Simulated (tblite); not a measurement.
# C7H13BSe: the cost of one run

Programs: tblite 0.8.0 and PySCF 2.14.0, with routines of our own; each step states its level. All values are computed. Atoms count from 0.

## Step 1: The starting structure

22 atoms, charge 0, multiplicity 1; geometry from: force field or distance geometry start.

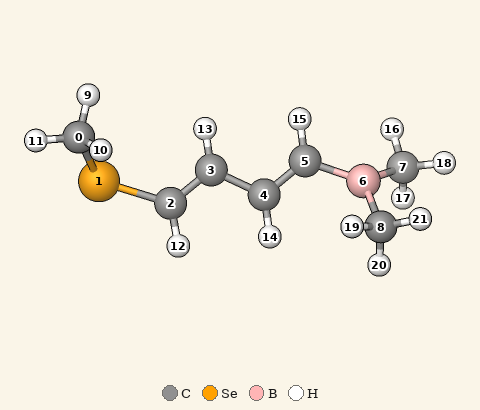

The starting geometry (carbon grey, selenium orange, boron pink, hydrogen white).

## Step 2: Optimising the geometry with GFN2-xTB

The job: settings as JSON, then the geometry in Å.

```
{"job": {"kind": "relax", "xc": "GFN2-xTB", "basis": "xTB"}, "charge": 0, "multiplicity": 1}
C      4.932900     0.304200    -0.767100
Se     4.123000    -0.046900     0.939400
C      2.285800    -0.515800     0.872000
C      1.341200     0.278300     0.369400
C     -0.033900    -0.262000     0.409300
C     -0.983000     0.543200    -0.102400
B     -2.485600     0.111100    -0.142300
C     -3.603700     0.961600     0.607000
C     -2.890300    -1.353400    -0.598800
H      4.765000     1.347700    -1.095600
H      4.479200    -0.380500    -1.533000
H      6.026100     0.110700    -0.743200
H      1.999900    -1.495500     1.273300
H      1.587600     1.234500    -0.015100
H     -0.266900    -1.230900     0.802300
H     -0.760000     1.518000    -0.484800
H     -3.311300     2.034100     0.674400
H     -3.780100     0.610000     1.639200
H     -4.574000     0.933200     0.077300
H     -2.056800    -1.728300    -1.230200
H     -3.008600    -1.991600     0.291900
H     -3.796900    -1.347600    -1.244200
```

Launch:

```sh
OMP_NUM_THREADS=1 python excited_run.py task.json out
```

This one command runs all jobs of the session in turn.

**Question.** How long does this run take on 1 thread of Arm Neoverse V1, shared host?

About 2.1 s.
